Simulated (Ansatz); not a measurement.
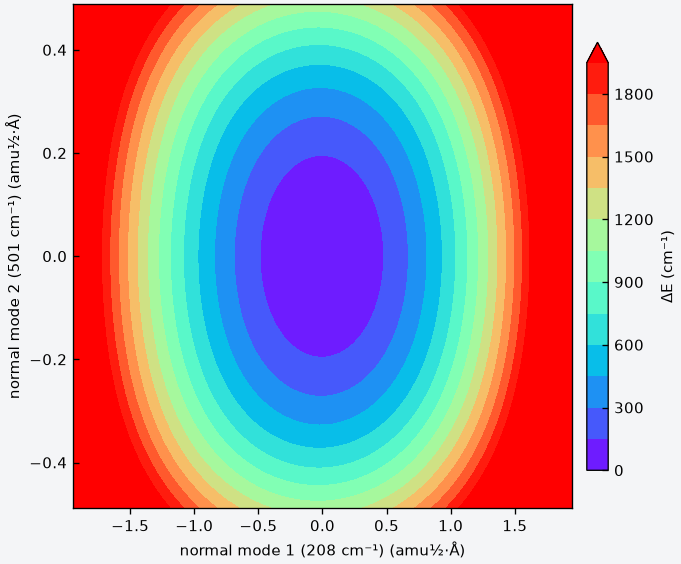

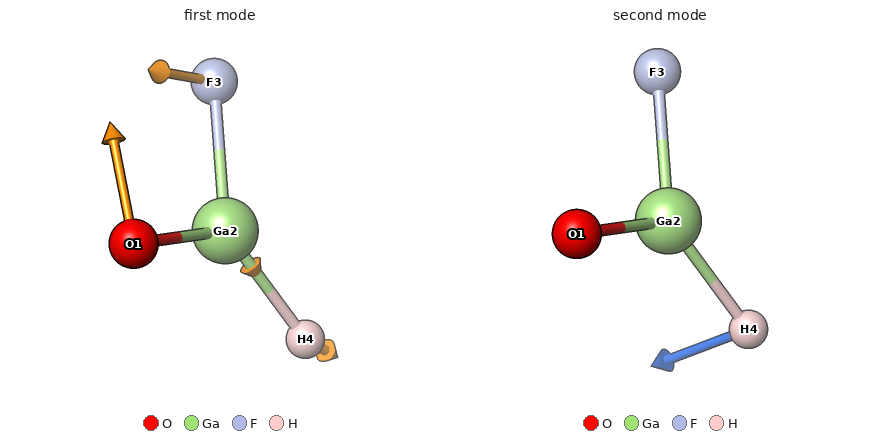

Energy landscape of FGaHO, SMILES [O][GaH][F], spin multiplicity 2. First axis: normal mode 1 (208 cm⁻¹). Second axis: normal mode 2 (501 cm⁻¹). Nothing is relaxed (straight displacements along the two mass-weighted modes). The grid has 15 × 15 points; 120 points were computed and 105 follow by symmetry. Points are written as (first, second). Energies: cm⁻¹, counted from the lowest grid point. Method: UHF/def2-TZVP in Ansatz.

The picture shows filled contours, one colour for all values above the top of the scale. Between grid points the surface is interpolated. The second picture is the structure at the lowest point

Q: Summarise what can be read from the map.

A: The lowest grid point is at (0.000 amu½·Å, 0.000 amu½·Å). It is the only kind of minimum in the scanned range. The highest grid point, (1.945 amu½·Å, −0.488 amu½·Å), lies 4125 cm⁻¹ above the lowest.

Grid values (cm⁻¹):

```tsv
normal mode 2 (501 cm⁻¹) ↓, normal mode 1 (208 cm⁻¹) →	−1.945	−1.667	−1.389	−1.111	−0.834	−0.556	−0.278	0.000	0.278	0.556	0.834	1.111	1.389	1.667	1.945
0.488	3508	2829	2275	1839	1510	1283	1154	1120	1184	1351	1628	2028	2565	3258	4125
0.418	3205	2520	1962	1520	1186	955	821	783	843	1006	1280	1678	2214	2905	3772
0.349	2969	2280	1717	1271	933	697	559	518	575	735	1007	1403	1937	2628	3495
0.279	2793	2100	1533	1083	742	503	362	317	372	530	800	1194	1728	2418	3284
0.209	2665	1970	1400	947	603	362	218	172	224	380	649	1042	1575	2265	3131
0.140	2581	1883	1311	856	511	267	122	74	125	280	548	940	1473	2162	3029
0.070	2533	1833	1261	805	458	213	67	18	68	223	490	882	1414	2103	2969
0.000	2517	1817	1244	788	440	196	49	0	50	204	471	863	1395	2084	2950
−0.070	2533	1833	1261	805	458	213	67	18	68	223	490	882	1414	2103	2969
−0.140	2581	1883	1311	856	511	267	122	74	125	280	548	940	1473	2162	3029
−0.209	2665	1970	1400	947	603	362	218	172	224	380	649	1042	1575	2265	3131
−0.279	2793	2100	1533	1083	742	503	362	317	372	530	800	1194	1728	2418	3284
−0.349	2969	2280	1717	1271	933	697	559	518	575	735	1007	1403	1937	2628	3495
−0.418	3205	2520	1962	1520	1186	955	821	783	843	1006	1280	1678	2214	2905	3772
−0.488	3508	2829	2275	1839	1510	1283	1154	1120	1184	1351	1628	2028	2565	3258	4125
```

Each point was launched as `ansatz run input.yaml --threads 1 --pin off --max-ram 2560MiB --backend cpu --events-out ev --progress --plain --runs-dir out`. The whole map (120 points run) took 27 min on 1 thread of Arm Neoverse V2, on a shared host.
